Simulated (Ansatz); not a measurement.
Starting cell, Ti (hcp, Mg type):

```
Ti
1.0
    2.93914     0.00000     0.00000
   -1.46957     2.54537     0.00000
    0.00000     0.00000     4.65010
Ti
2
Cartesian
  0.00000   1.69691   3.48757
  1.46957   0.84846   1.16252
```

In each cell atom 1 (Ti, nearest neighbour Ti at 2.878 Å; its periodic images, 2.9 Å or more away, move with it) moves by s·(0.577, 0.577, 0.577) (along Cartesian [111]), the rest being held.

These are PBE (plane waves to 420 eV, PAW, scalar-relativistic; Ansatz, a quantum-chemistry and plane-wave program) values and carry that method's errors. k mesh 15×15×8 (Γ-centred), Fermi-Dirac smearing 0.05 eV. Energies are smeared free energies. Left out: 1 of 11 points, with atoms too close for the PAW data. With partly filled bands, energies and forces of such displacements shift with the k mesh and the smearing. Ti is run without spin polarisation. Ti was relaxed with its symmetry unable to fall. The zero of ΔE is the undisplaced structure.

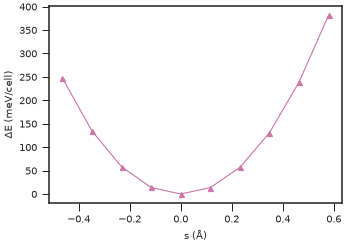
*ΔE (meV/cell) against s (Å); one marker a computed point.*

### Question
Is the energy the same for displacements of ±0.464 Å, and if not, which side lies higher?

### Answer
Not even: the negative side lies higher at ±0.464 Å.

### Question
What is the energy change at s = 0.580 Å?

### Answer
About 380 meV/cell.

(For displaced atoms, the force is minus the slope of the energy, and its curvature is a force constant, which sets phonon frequencies.)
